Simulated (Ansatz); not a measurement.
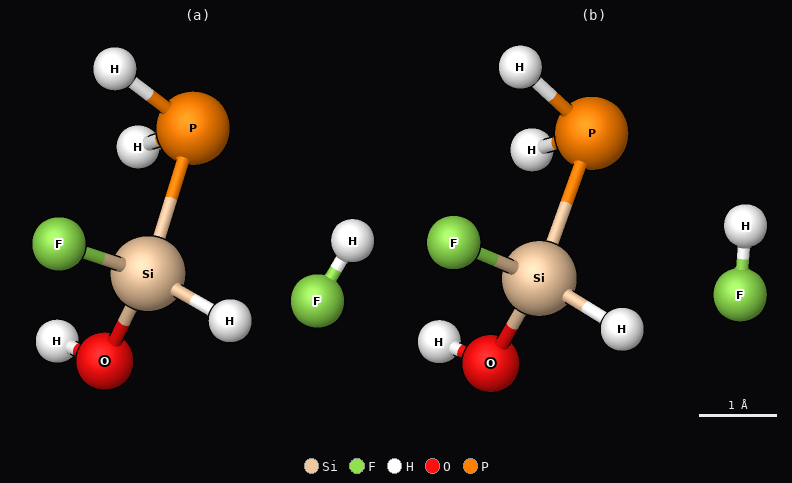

The structure of SiPH5OF2 before (left) and after (right) a relaxation, at one scale.

Style: ball-and-stick. Shown at a tilt.

The run prepares an end point of a later path (reaction) calculation, from a guessed geometry.

These are results of Ansatz 0.2.0, RKS PBE0-D4/def2-SVP, not measurements.

The input:
```yaml
crystal:
  periodic: [false, false, false]
  atoms:
    - { symbol: Si, position_ang: [0.322373, -0.424634, -0.298513] }
    - { symbol: F, position_ang: [-0.524116, -0.42494, 2.366077] }
    - { symbol: F, position_ang: [1.036928, -0.364979, -1.764299] }
    - { symbol: H, position_ang: [0.258549, 0.975293, 0.161845] }
    - { symbol: O, position_ang: [-1.223779, -0.966256, -0.458217] }
    - { symbol: H, position_ang: [-1.373346, -1.899813, -0.631825] }
    - { symbol: P, position_ang: [1.625261, -1.70101, 0.945903] }
    - { symbol: H, position_ang: [0.781048, -2.845623, 0.863481] }
    - { symbol: H, position_ang: [2.484753, -2.093564, -0.118748] }
    - { symbol: H, position_ang: [0.28373, -0.450972, 2.814196] }
basis:
  gaussian: { orbitals: def2-SVP }
hamiltonian:
  xc: pbe0
  dispersion: d4
relax:
  f_tol: 0.03
  max_steps: 50
```

Launched with:
```bash
ansatz run input.yaml --threads 2 --pin off --max-ram 3072MiB --backend cpu --events-out ev --progress --plain --runs-dir out
```

**Summarise the run.**

The largest move after the best rigid fit is that of F2, 0.36 Å. By element the largest moves are F 0.36 Å, H 0.20 Å, O 0.14 Å, P 0.10 Å, Si 0.09 Å. Among the contacts that change: Si1–P7 2.208 → 2.269 Å, F2–H10 0.924 → 0.929 Å, Si1–F3 1.632 → 1.627 Å. Among the angles between lasting bonds that change: F3–Si1–H4 105.3° → 107.4°. After 7 accepted moves (8 points after the start) the energy has fallen by 5.34 kJ/mol. The largest force component goes from 0.59 to 0.029 eV/Å. The line search rejected the trial step at point 2 of the run.

Limits of the set-up: the start holds two separate molecules, 2.6 Å apart at their closest, whose relative position is a soft coordinate.
